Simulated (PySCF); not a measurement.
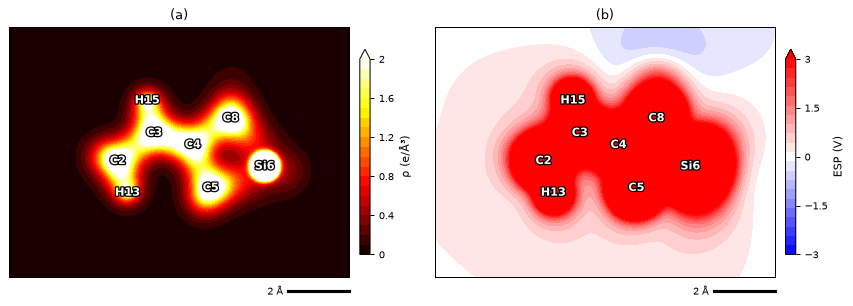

*C$_{6}$H$_{10}$ClFSi. (a) total electron density; (b) electrostatic potential on the plane of atoms C5, C4 and C8.*

Geometry: GFN2-xTB.

Method: PBE0/pcSseg-1, SCF density, gas phase, non-relativistic in PySCF.

Input file:

```
{"job": {"kind": "nmr", "xc": "PBE0", "basis": "pcSseg-1"}, "charge": 0, "multiplicity": 1}
C      2.850190     0.141041     0.284691
C      1.788626    -0.588106    -0.539094
C      0.564815    -0.840183     0.283095
C     -0.619161    -0.293169     0.073195
C     -1.057470     0.693209    -0.995754
Si    -2.767168     0.868740    -0.165640
F     -3.997623     0.281813    -1.032587
C     -1.880167    -0.474076     0.887120
Cl    -1.636876    -0.127279     2.631083
H      2.467912     1.101061     0.624411
H      3.123565    -0.446099     1.158384
H      3.743806     0.313030    -0.310899
H      1.534667     0.004033    -1.418868
H      2.194130    -1.545289    -0.878028
H      0.697907    -1.500684     1.130657
H     -0.423841     1.577013    -1.037732
H     -1.063418     0.250845    -1.992291
H     -3.256760     2.084699     0.439599
H     -2.272939    -1.491349     0.851195
```

Run with:

```sh
OMP_NUM_THREADS=1 python probes_run.py task.json out
```

**What does the map show?**

The plane passes through C, Si and H nuclei.
C–C (1.32 Å): the density is about 2.3 e/Å³ at the midpoint.
C–Si (1.91 Å): ρ is about 0.91 e/Å³ halfway.
C–H (1.08 Å): ρ is about 2 e/Å³ halfway.
C–C (1.50 Å): the density is about 1.7 e/Å³ at the midpoint.
Outside the dense part of the molecule the potential is most negative (−0.6 V) near Cl9, which lies off the plane.
